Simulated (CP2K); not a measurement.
Consider nitronium at its PBE geometry (Å).

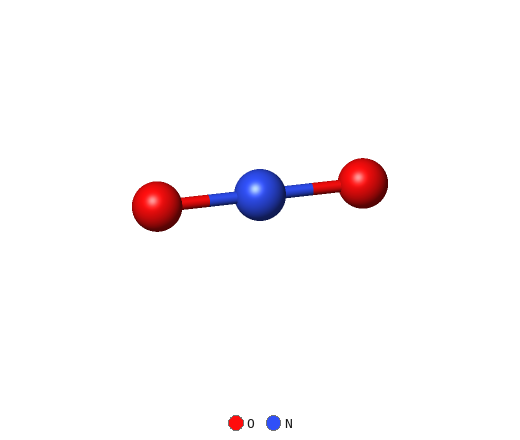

The molecule (oxygen red, nitrogen blue).

```xyz
3

O     0.0000    0.0000   -1.1339
N     0.0000    0.0000    0.0000
O     0.0000    0.0000    1.1339
```

Method: CP2K XAS_TDP, all-electron GAPW, PBEh(45%), aug-cc-pVTZ, TDA, GW2X-corrected core level, no relativity.

Where do the N K-edge lines lie, and how strong are they?

Leading lines: N2 405.56 eV. The leading line of an atom is its first one with 35 % of the strongest within 2.5 eV of its lowest line over the strength cut. Core ionisation energies at this level: N2 424.24 eV.

The first six lines of each atom with a strength over 0.0015:

```csv
atom,energy (eV),states,"strength, one atom",above the computed threshold
N2 (bonded to 2 O),405.56,2,0.1550,
,418.46,2,0.0074,
,422.27,1,0.0265,
,424.90,1,0.0102,yes
,425.98,1,0.0711,yes
,426.77,2,0.0458,yes
```

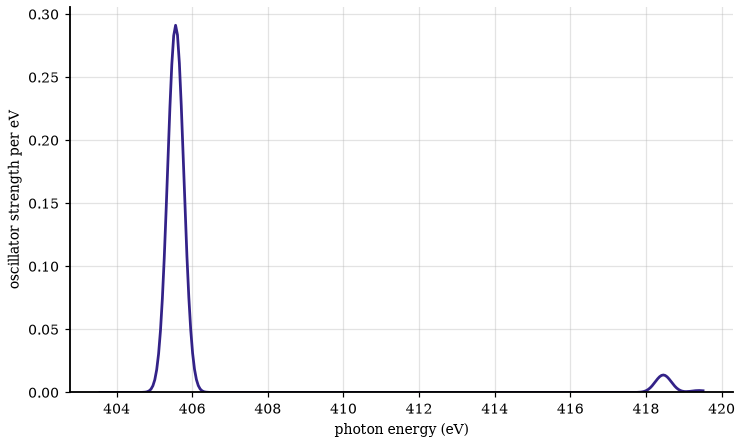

All atoms added, broadened by 0.5 eV.

Lines are vertical, at one geometry, with no vibrational structure. GW2X ionisation energies and lines can be off by 1 to 2 eV either way, and a good line position may hide errors that cancel. These values hold no scalar relativity, about 0.2 eV for N 1s. Rydberg lines, and the discretised continuum above threshold, depend on the basis and the box. The ion (charge +1) is isolated, with no counter-ion or solvent.

[Banner, clock and machine lines of the logs are left out without a mark of their own.]

[Logs are printed without paths, hosts, clocks, repeated set-up lines and the standing remarks that a program may print on its own settings, such as how far it seeks lower states.]

[Hosts, paths, dates, database ids (printed as entryN), source tags and the programs' standing remarks are cut or masked in the printed files.]
